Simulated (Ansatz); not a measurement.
Ga4P3N

```yaml
crystal:
  lattice:
    - [3.70606, 0.00000, 0.00000]
    - [-1.85303, 3.20954, 0.00000]
    - [0.00000, 0.00000, 36.27242]
  atoms:
    - { symbol: N, position: [0.66667, 0.33333, 0.33257] }
    - { symbol: N, position: [0.33333, 0.66667, 0.66590] }
    - { symbol: N, position: [0.00000, 0.00000, 0.99923] }
    - { symbol: P, position: [0.66667, 0.33333, 0.07852] }
    - { symbol: P, position: [0.33333, 0.66667, 0.41185] }
    - { symbol: P, position: [0.00000, 0.00000, 0.74518] }
    - { symbol: P, position: [0.33333, 0.66667, 0.16651] }
    - { symbol: P, position: [0.00000, 0.00000, 0.49984] }
    - { symbol: P, position: [0.66667, 0.33333, 0.83317] }
    - { symbol: P, position: [0.00000, 0.00000, 0.25465] }
    - { symbol: P, position: [0.66667, 0.33333, 0.58798] }
    - { symbol: P, position: [0.33333, 0.66667, 0.92131] }
    - { symbol: Ga, position: [0.66667, 0.33333, 0.01372] }
    - { symbol: Ga, position: [0.33333, 0.66667, 0.34706] }
    - { symbol: Ga, position: [0.00000, 0.00000, 0.68039] }
    - { symbol: Ga, position: [0.33333, 0.66667, 0.10188] }
    - { symbol: Ga, position: [0.00000, 0.00000, 0.43521] }
    - { symbol: Ga, position: [0.66667, 0.33333, 0.76855] }
    - { symbol: Ga, position: [0.00000, 0.00000, 0.19013] }
    - { symbol: Ga, position: [0.66667, 0.33333, 0.52346] }
    - { symbol: Ga, position: [0.33333, 0.66667, 0.85679] }
    - { symbol: Ga, position: [0.66667, 0.33333, 0.27870] }
    - { symbol: Ga, position: [0.33333, 0.66667, 0.61203] }
    - { symbol: Ga, position: [0.00000, 0.00000, 0.94537] }
```

Space group R3m; started from the ordered alloy on zincblende lattice prototype, which need not be the ambient phase.

Method: DFT, r2SCAN, plane waves, PAW in Ansatz.

The density is the valence pseudo-density of a PAW calculation; it isn't the true density close to the nuclei.

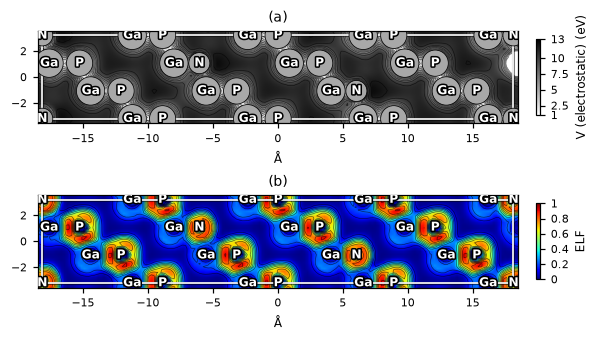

Figure 1. (a) electrostatic potential energy of an electron; (b) electron localisation function on the (110) plane of the conventional cell. Grey discs cover the atomic cores in the potential map.

Question: Describe what can be read from this map.

Answer: Atoms in the plane: N, P and Ga. Ga–N (1.95 Å): the ELF peaks at about 0.85 in the valence shell of N, 0.6 Å from its nucleus, and is about 0.50 at the midpoint. Ga–P (2.30 Å): the ELF peaks at about 0.90 in the valence shell of P, 0.9 Å from its nucleus, and is about 0.80 at the midpoint. Ga–N (2.20 Å): the ELF peaks at about 0.85 in the valence shell of N, 0.7 Å from its nucleus, and is about 0.45 at the midpoint. Ga–P (2.34 Å): the ELF peaks at about 0.90 in the valence shell of P, 0.8 Å from its nucleus, and is about 0.80 at the midpoint. Outside the cores the potential energy rises away from the atoms and is highest about 1.3 Å from the nearest atoms; its zero is arbitrary.

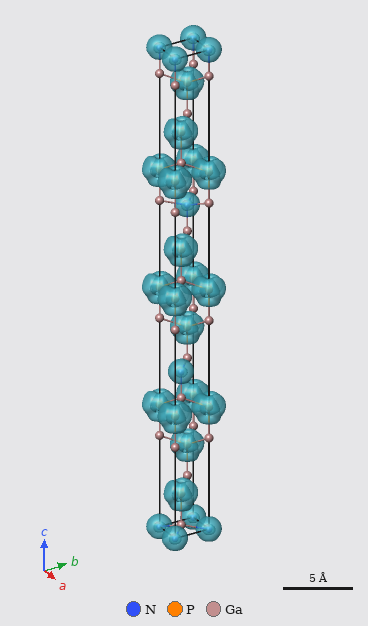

Figure 2. Isosurface of the electron localisation function at 0.7 (cyan), seen slightly off an axis. Core shells and regions of very low density are left out. Sticks mark near contacts.

Question: What do the ELF domains correspond to?

Answer: The ELF exceeds this value in nine regions on P in which the atom's valence shell and bonds are merged and three regions wrapped around N (the valence shell of each), counted in one cell of 24 atoms. Regions shared between cells count once.
